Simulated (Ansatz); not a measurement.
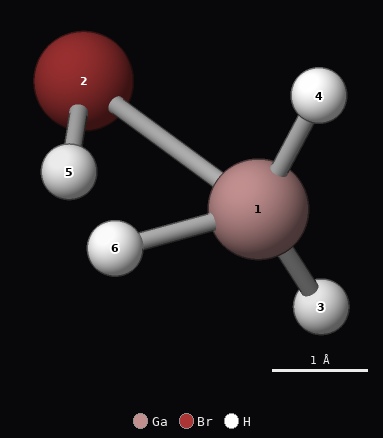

*The structure as given in the input (ball-and-stick view, seen at a tilt; atoms are numbered from 1 in the order of the input). Sticks mark near contacts.*

**Phonon calculation of GaH₄Br**

System: GaH₄Br.
Method: RKS PBE-D4/def2-SVPD (Ansatz 0.2.0).

It belongs to a series of runs on one base structure; here: vibrations at the highest image of the band. Figures and captions count atoms from 1; the log counts them from 0 in places.

The input
```yaml
crystal:
  periodic: [false, false, false]
  atoms:
    - { symbol: Ga, position_ang: [-0.369401, 0.328505, -0.615735] }
    - { symbol: Br, position_ang: [0.119968, -1.202012, 1.756032] }
    - { symbol: H, position_ang: [-0.661102, -0.795966, -1.663234] }
    - { symbol: H, position_ang: [-1.302844, 1.460668, -0.073901] }
    - { symbol: H, position_ang: [0.99462, -0.31239, 0.845378] }
    - { symbol: H, position_ang: [1.21876, 0.521396, -0.248441] }
basis:
  gaussian: { orbitals: def2-SVPD }
hamiltonian:
  xc: pbe
  dispersion: d4
phonons: {}
```

Machine: 2 threads of Intel Xeon @ 2.90GHz (Ice Lake), 16 GiB of memory available, shared host.

Launched with:
```bash
ansatz run input.yaml --threads 2 --pin off --max-ram 3072MiB --backend cpu --events-out ev --progress --plain --runs-dir out
```

What the program printed
```
Engine: ansatz 0.2.0, x86_64-unknown-linux-gnu
Functional definition: PBE
  parameter kappa = 0.804
  parameter beta = 0.06672455060314922
  exchange = pbe_x(kappa = kappa, mu = beta*pi^2/3)
  correlation = pbe_c(beta = beta)
1110 factors; their error is unknown
mean field evaluation 1: about -122453.4132 eV, gradient 3.2e1 eV
mean field evaluation 2: about -122452.8908 eV, gradient 4.3e1 eV
mean field evaluation 4: about -122454.9120 eV, gradient 5.1e-1 eV
mean field evaluation 8: about -122454.8752 eV, gradient 1.6e-2 eV
mean field -122454.87516335 eV, -4500.1336593574 hartree, gradient 4.5e-5 eV, S^2 0.000000; 0 other end points of the search recorded, 0 dependent functions left out
the calculation of the forces begins
reference -122454.87521233 eV, -4500.1336611575 hartree; 35, 35 occupied and 76, 76 virtual orbitals, 1110 factors
these checks for a lower state are left out or cut short: stability, starts, cluster_reference, orbital_swaps, neighbouring_geometries, increment
1110 factors; their error is unknown
mean field evaluation 16: about -122454.9139 eV, gradient 7.0e-5 eV
mean field -122454.87508873 eV, -4500.1336566152 hartree, gradient 1.6e-6 eV, S^2 0.000000; 0 other end points of the search recorded, 0 dependent functions left out
[... from here on the field's lines of each further geometry are left out, up to the last ...]
the calculation of the forces begins
reference -122454.87520883 eV, -4500.1336610288 hartree; 35, 35 occupied and 76, 76 virtual orbitals, 1110 factors
these checks for a lower state are left out or cut short: stability, starts, cluster_reference, orbital_swaps, neighbouring_geometries, increment
1110 factors; their error is unknown
mean field -122454.87515405 eV, -4500.1336590158 hartree, gradient 1.2e-6 eV, S^2 0.000000; 0 other end points of the search recorded, 0 dependent functions left out
the calculation of the forces begins
reference -122454.87520304 eV, -4500.1336608162 hartree; 35, 35 occupied and 76, 76 virtual orbitals, 1110 factors
WARN: phonons: modes at or below zero, which the zero-point energy, F, S and C_V leave out: 1, the lowest at -160.36 cm⁻¹. A minimum has none, and a first-order saddle one
Total energy: -122454.97721473 eV, -4500.1374096764 hartree
Atom 0 at    -0.369401     0.328505    -0.615735 Å, force    -0.010248    -0.002860    -0.000575 eV/Å
Atom 1 at     0.119968    -1.202012     1.756032 Å, force    -0.010064    -0.006950     0.005510 eV/Å
Atom 2 at    -0.661102    -0.795966    -1.663234 Å, force     0.000918     0.000834     0.000582 eV/Å
Atom 3 at    -1.302844     1.460668    -0.073901 Å, force     0.001149    -0.000015    -0.000355 eV/Å
Atom 4 at     0.994620    -0.312390     0.845378 Å, force     0.012899     0.009877    -0.008665 eV/Å
Atom 5 at     1.218760     0.521396    -0.248441 Å, force     0.005345    -0.000886     0.003504 eV/Å
Dipole moment:     0.034968     0.103409    -0.132744 e Å
Vibrations: -160.36 196.79 324.30 548.81 616.24 737.59 794.78 842.03 1497.30 1796.75 1957.53 1981.04 cm⁻¹, zero-point energy 0.700086 eV
```

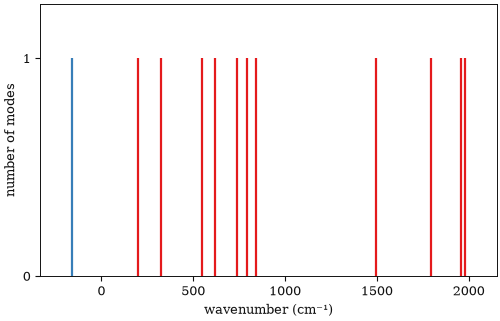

*Harmonic vibrational wavenumbers from the force constants; neighbouring modes closer than 10 cm⁻¹ are counted in one stick, and imaginary ones are drawn at negative wavenumbers.*

12 modes from 160i to 1981 cm⁻¹, 1 imaginary beyond 8i (160i cm⁻¹): a first-order saddle point, if the geometry is stationary.

Summary

- outcome: converged
- total energy: −122454.9772 eV
- mean-field energy: −122454.8752 eV
- largest force (length of the vector): 0.018 eV/Å
- wall time: 35 s (CPU time 67 s)
- peak memory: 0.17 GiB
